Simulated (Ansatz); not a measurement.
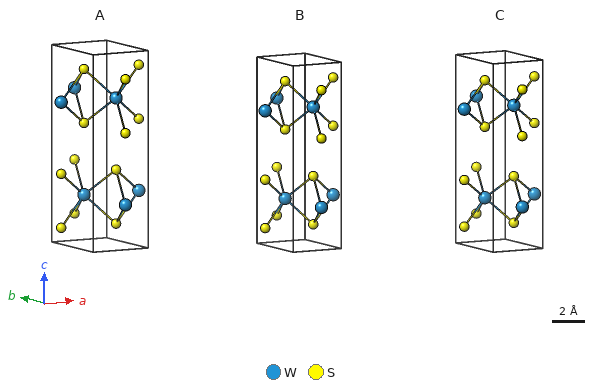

3 geometries from one relaxation of solid WS$_{2}$ (built on the 2H (MoS2) bulk type), in shuffled order. The picture is a ball-and-stick view of the cell of the calculation, seen from a free direction.

Computed with Ansatz 0.2.0, DFT, PBE-D3(BJ), plane waves, PAW. (plane-wave cutoff 420 eV; k-point mesh 12 × 12 × 2; occupations fermi dirac; smearing width 0.02 eV; no spin polarisation; cell and atoms relaxed; force threshold 0.005 eV/Å)

Put them in the order of the run, from the start to the converged end.

A, C, B. They are steps 0, 2, 7, at +903 meV per atom, +33.7 meV per atom relative to the last. The largest moves relative to the cell, 0.085 Å, are those of S atoms. W stays in place. Cell: a = b 3.601 → 3.154 Å (−12.4 %), c 12.868 → 12.143 Å (−5.6 %). Volume −27.6 %. Near-neighbour distances that change, for instance: W–W 3.601 → 3.154 Å, S–W 2.723 → 2.407 Å. The space group stays P6_3/mmc (No. 194). Over 6 accepted moves (7 points after the start) the energy falls by 903 meV per atom. Largest force component: 3.6 eV/Å at the start, 0.0012 eV/Å at the end. The pressure goes from −28.64 to 0.00 GPa. At 1 point the geometry stayed and the basis and grid were re-selected for the new cell (energy shift of 0.6 meV per atom at most each time). Cost: 29 s on 2 threads of AMD EPYC 7R13 Processor (Zen 3), with other jobs on the host, peak memory 0.53 GiB.
